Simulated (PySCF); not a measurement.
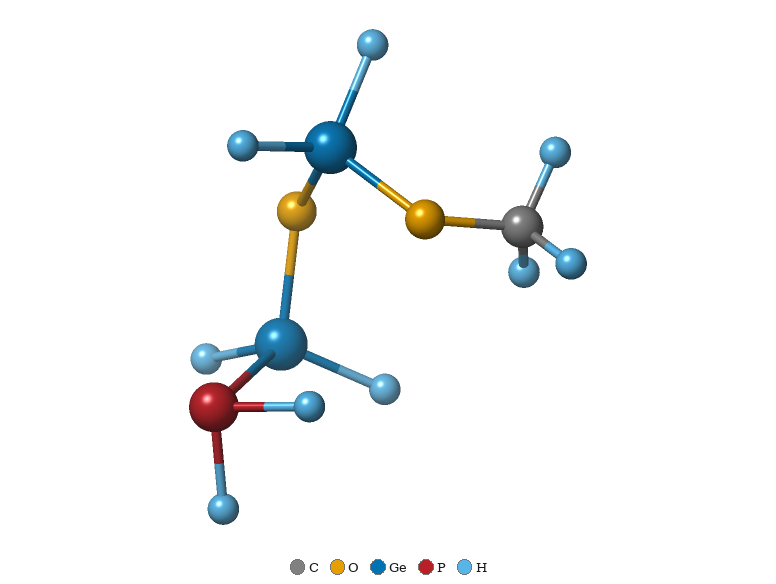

The computed structure is the end point of a PBE0-D3(BJ)/def2-SVP optimisation. No frequency run is at hand to confirm it as a minimum.

Give the structural formula.

SMILES: C[O][GeH2][O][GeH2][PH2]

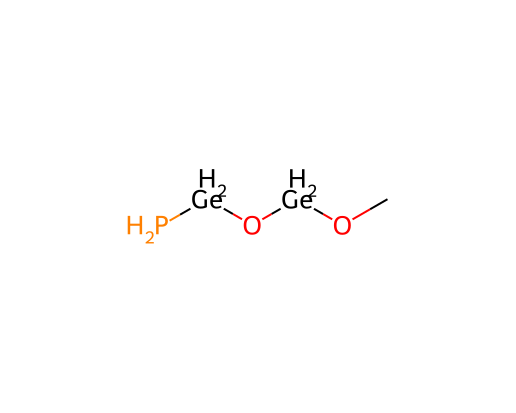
